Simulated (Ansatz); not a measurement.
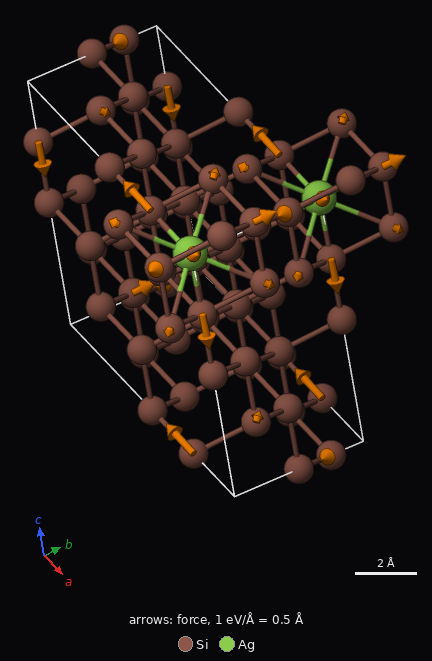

Starting geometry of a defect cell of composition Si32Ag (cell charge +1) with the computed forces as orange arrows. Style: ball-and-stick. Shown: the cell of the calculation, slightly off an axis.

Case: Ag interstitial, charge +1, atoms relaxed.

The calculation used DFT PBE, scalar-relativistic, plane waves, PAW (Ansatz). (plane-wave cutoff 420 eV; k-point mesh 2 × 2 × 2; occupations gaussian; smearing width 0.02 eV; mesh shifted by (0.5, 0.5, 0.5); no spin polarisation; atoms relaxed in a fixed cell; force threshold 0.02 eV/Å; at most 60 steps)

Is this structure relaxed? If not, where do the atoms go?

It isn't relaxed: the largest force vector, on a Si atom, is 3.18 eV/Å. The final displacements follow the starting forces only in part (cosine between the two patterns 0.83). The largest move is that of a Si atom, 0.14 Å along −a. By element the largest moves are Si 0.14 Å, Ag 0.13 Å. The cell doesn't change. Some distances before and after: Ag–Si 2.270 → 2.505 Å, Ag–Si 2.317 → 2.505 Å, Ag–Si 2.600 → 2.780 Å, Ag–Si 2.871 → 2.788 Å. Bond angles that change, for instance: Si–Si–Ag 72.8° → 68.5°, Si–Si–Si 109.5° → 113.7°, Si–Si–Ag 72.6° → 68.5°. The energy falls by 0.814 eV per cell of the calculation in 3 accepted moves (4 points after the start). Largest force component: 1.9 eV/Å at the start, 0.0056 eV/Å at the end. 1 step only repeated the SCF at the same geometry. The run took 67 s on 4 threads of Arm Neoverse V1, with other jobs on the host, peak memory 1.5 GiB.

Limits of the set-up: the cell is charged, on a uniform background, and energies carry no finite-size correction.
